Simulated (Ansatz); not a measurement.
# ScB+ (quartet): inputs that go wrong

3 inputs are run for ScB+ (quartet) as typed; the log has to tell whether the result can be used and what must change.

The runs use Ansatz 0.2.0, Gaussian basis; the settings change from run to run.

24 further runs of the same task are left out: 10 for a known fault of the program, 4 that didn't finish, 10 set aside as unsound or not needed.

## Step 1: The system

The geometry is a PBE0/def2-TZVP stationary point (not a proven minimum) of the parent state, kept for this charge and spin.

2 atoms, charge 1, spin multiplicity 4.

Atoms are counted from 1 here; the program's logs count them from 0.

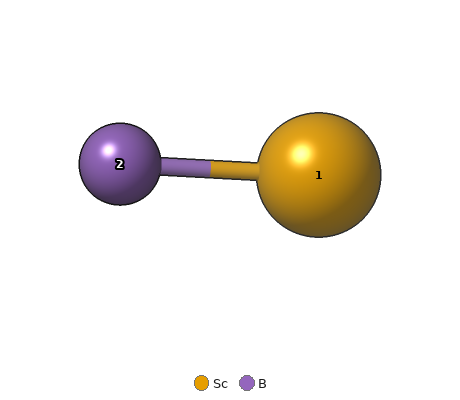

The structure; scandium amber, boron purple; atoms are numbered from 1 in the order of the file.

As a file:

```xyz
2

Sc    0.00000    0.00000    0.00000
B     0.00000    0.00000    2.13440
```

## Step 2: Attempt 1

Contents of in.yaml:

```yaml
crystal:
  periodic: [false, false, false]
  atoms:
    - {symbol: Sc, position_ang: [0.000000, 0.000000, 0.000000]}
    - {symbol: B, position_ang: [0.000000, 0.000000, 2.134400]}
basis:
  gaussian: {orbitals: def2-SVP}
total_charge: 1
magnetization: {spin_polarized: false, initial_magnetization: 3}
hamiltonian: {xc: pbe}
correlation: {method: fic_mrcisd_q, electrons: valence, active_space: {window: {electrons: 5, orbitals: 5}}}
scf: {lower_state_search: off}
```

Run with:

```bash
ansatz run in.yaml --threads 1 --pin off --events-out ev --progress --plain --max-ram 2393MiB
```

Output:

```text
Error: invalid value for `correlation.active_space`: it starts from restricted Hartree–Fock orbitals; set hamiltonian.xc: hf without magnetization.spin_polarized
```

Run time: 0.03 s. Hardware: 1 thread of Arm Neoverse V1, shared host.

**Diagnosis.** The run was refused. An active space is asked on a functional's orbitals. Fix: start from Hartree-Fock.

## Step 3: Attempt 2

Contents of in.yaml:

```yaml
crystal:
  periodic: [false, false, false]
  atoms:
    - {symbol: Sc, position_ang: [0.000000, 0.000000, 0.000000]}
    - {symbol: B, position_ang: [0.000000, 0.000000, 2.134400]}
basis:
  gaussian: {orbitals: def2-mTZVP}
total_charge: 1
magnetization: {spin_polarized: false, initial_magnetization: 3}
correlation: {method: fic_mrcisd_q, electrons: valence, active_space: {window: {electrons: 5, orbitals: 5}, states: [{multiplicity: 4, weights: []}]}}
```

The command is unchanged.

Output:

```text
Error: set 0 has no weights, but each of its states needs one positive weight
```

Run time: 0.03 s. Hardware: 1 thread of Arm Neoverse V1, shared host.

**Diagnosis.** The run was refused. The list of states asked for (weights, spin or count) can't be met. To mend it, mend what the message names.

## Step 4: Attempt 3

Contents of in.yaml:

```yaml
crystal:
  periodic: [false, false, false]
  atoms:
    - {symbol: Sc, position_ang: [0.000000, 0.000000, 0.000000]}
    - {symbol: B, position_ang: [0.000000, 0.000000, 2.134400]}
basis:
  gaussian: {orbitals: 6-31G}
total_charge: 1
magnetization: {spin_polarized: false, initial_magnetization: 3}
correlation: {method: fic_mrcisd_q, electrons: outside_noble_gas, active_space: {window: {electrons: 6, orbitals: 5}}}
```

Same command.

Output:

```text
Functional definition: HF
  name "HF"
  cite "Fock, Z. Phys. 61, 126 (1930) doi:10.1007/BF01340294"
  parent pbe
  exchange = exact_x
  correlation = 0
526 factors; integrals over basis functions are off by at most 2.0e-4 eV
mean field evaluation 1: about -21329.0150 eV, gradient 2.3e1 eV
mean field evaluation 2: about -21329.0829 eV, gradient 2.3e1 eV
mean field evaluation 4: about -21332.9409 eV, gradient 2.9e0 eV
mean field evaluation 8: about -21333.2259 eV, gradient 1.8e0 eV
mean field evaluation 16: about -21333.7349 eV, gradient 5.0e-2 eV
mean field evaluation 32: about -21333.1271 eV, gradient 8.4e0 eV
mean field evaluation 64: about -21333.8290 eV, gradient 7.6e-4 eV
mean field evaluation 96: about -21333.8290 eV, gradient 5.1e-5 eV
mean field evaluation 128: about -21333.8289 eV, gradient 1.2e-2 eV
mean field evaluation 160: about -21333.9961 eV, gradient 7.2e-1 eV
mean field evaluation 192: about -21332.7141 eV, gradient 3.6e0 eV
mean field evaluation 224: about -21333.8208 eV, gradient 2.1e-1 eV
mean field evaluation 256: about -21330.2530 eV, gradient 7.8e0 eV
mean field evaluation 288: about -21333.8039 eV, gradient 2.3e-1 eV
mean field evaluation 320: about -21333.8288 eV, gradient 1.6e-2 eV
mean field evaluation 352: about -21333.7346 eV, gradient 1.4e-1 eV
mean field evaluation 384: about -21334.0075 eV, gradient 2.6e-6 eV
mean field -21334.00754529 eV, -784.0103165796 hartree, gradient 2.6e-6 eV, S^2 3.750000; 20 other end points of the search recorded, 0 dependent functions left out
reference -21334.00754529 eV, -784.0103165796 hartree; 14, 11 occupied and 24, 27 virtual orbitals, 526 factors
Error: 6 electrons in 5 orbitals form no window around the highest filled level of the reference
```

Run time: 2.5 s. Hardware: 1 thread of Arm Neoverse V1, shared host.

Diagnosis: The run stopped with an error. The active window can't be built from these electrons and orbitals. To mend it, choose counts that fit the spin, the electrons and the basis.

## Step 5: How the runs ended

```
attempt                     level                ended                                                               cause    time
      1    MRCISD+Q(5,5)/def2-SVP              refused                 an active space is asked on a functional's orbitals  0.03 s
      2  MRCISD+Q(5,5)/def2-mTZVP              refused  the list of states asked for (weights, spin or count) can't be met  0.03 s
      3       MRCISD+Q(6,5)/6-31G  stopped by an error  the active window can't be built from these electrons and orbitals   2.5 s
```

2 refused, 1 stopped by an error.
